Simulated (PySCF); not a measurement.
H3F2InO, singlet at its PBE0/def2-SVP optimised geometry (Å):

```
7

In    -0.4860    -0.3128     0.0000
H     -1.4964    -1.6118    -0.3841
F     -0.9699     1.6118     0.0000
F      1.4964    -0.3128     0.0000
O      0.0168     0.3514     2.1512
H     -0.2471     1.2675     1.9408
H      0.9732     0.3282     1.9591
```

Method: PBE0/def2-TZVP, def2 effective core potentials past Kr (PySCF). The core electrons that the potentials of In replace are not part of the density.

Map of the electrostatic potential (hartree/e), clipped to [-0.08, 0.12] on the plane z = 0.6 Å:

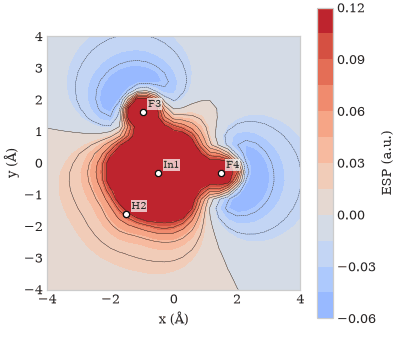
*Electrostatic potential (hartree/e), clipped to [-0.08, 0.12] on the plane z = 0.6 Å.*
